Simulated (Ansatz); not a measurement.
# AlPH (doublet): PBE0, B3LYP over a scan of the distance Al1–H3, 6-31G

How well do these functionals follow the top wave-function level for AlPH (doublet) over a scan of the distance Al1–H3?

Program: Ansatz 0.2.0, Gaussian basis. Level of theory: 6-31G, all electrons in the functionals. These are calculated values, not measurements.

The runs, in order: PBE0, B3LYP, at 1.291 Å; 1.390 Å; 1.581 Å; 1.761 Å; 1.931 Å; 2.181 Å; 2.503 Å; 2.905 Å; 3.438 Å; 4.306 Å; 5.462 Å.

18 further runs of the same task are left out: 1 for a known fault of the program, 15 that didn't finish, 2 set aside as unsound or not needed.

## 1. The system

The geometry derives from a PBE0/def2-TZVP stationary point (not a proven minimum). One bond is set to the value named and the two fragments are kept rigid.

3 atoms, charge 0, spin multiplicity 2.

Atoms are counted from 1 here; the program's logs count them from 0.

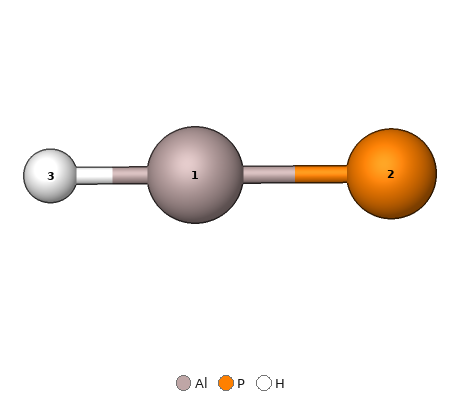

The structure; aluminium light grey, phosphorus orange, hydrogen white; atoms are numbered from 1 in the order of the file.

No dispersion term is added. B3LYP takes the VWN-RPA correlation.

The geometry shown and the zero of energy belong to the point 1.581 Å. The yardstick, FCI, and other wave-function levels (R restricted, U unrestricted, valence and pair active spaces) come from earlier runs.

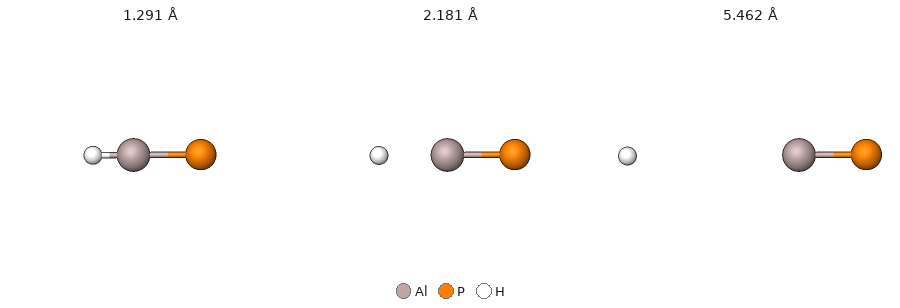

Three points of the scan; sticks are drawn by distance.

## 2. PBE0, 1.291 Å

Input file in.yaml:

```yaml
crystal:
  periodic: [false, false, false]
  atoms:
    - {symbol: Al, position_ang: [0.000000, 0.000000, 0.284400]}
    - {symbol: P, position_ang: [0.000000, 0.000000, -1.859800]}
    - {symbol: H, position_ang: [0.000000, 0.000000, 1.575400]}
basis:
  gaussian: {orbitals: 6-31G}
magnetization: {spin_polarized: true, initial_magnetization: 1}
hamiltonian: {xc: {name: PBE0}}
output: {forces: true, orbitals: {seedname: orbitals}}
```

Launch:

```console
> ansatz run in.yaml --threads 1 --pin off --events-out ev --progress --plain --max-ram 2393MiB
```

After this run come: PBE0, 1.390 Å; PBE0, 1.581 Å; PBE0, 1.761 Å; PBE0, 1.931 Å; PBE0, 2.181 Å; PBE0, 2.503 Å; PBE0, 2.905 Å; PBE0, 3.438 Å; PBE0, 4.306 Å; PBE0, 5.462 Å; B3LYP, 1.291 Å; B3LYP, 1.390 Å; B3LYP, 1.581 Å; B3LYP, 1.761 Å; B3LYP, 1.931 Å; B3LYP, 2.181 Å; B3LYP, 2.503 Å; B3LYP, 2.905 Å; B3LYP, 3.438 Å; B3LYP, 4.306 Å; B3LYP, 5.462 Å.

Q: Predict the results of all the runs planned. Wanted: span of the FCI curve; largest miss, PBE0; largest miss, B3LYP.

**Answer**, as computed:

| quantity | value |
| --- | --- |
| span of the FCI curve | 55.7 kcal/mol |
| largest miss, PBE0 | +11.3 kcal/mol (2.905 Å) |
| largest miss, B3LYP | +12.4 kcal/mol (5.462 Å) |

Of the functionals, PBE0 keep the smallest largest miss at the points compared (at most 11.3 kcal/mol) and B3LYP strays most (12.4 kcal/mol, at 5.462 Å). PBE0, B3LYP clearly break the spin symmetry at some points (⟨S²⟩ up to 1.01 above the pure value), so energy there is bought with a mixed spin. Functionals and the yardstick converge differently with the basis, so part of each miss in 6-31G is the basis.
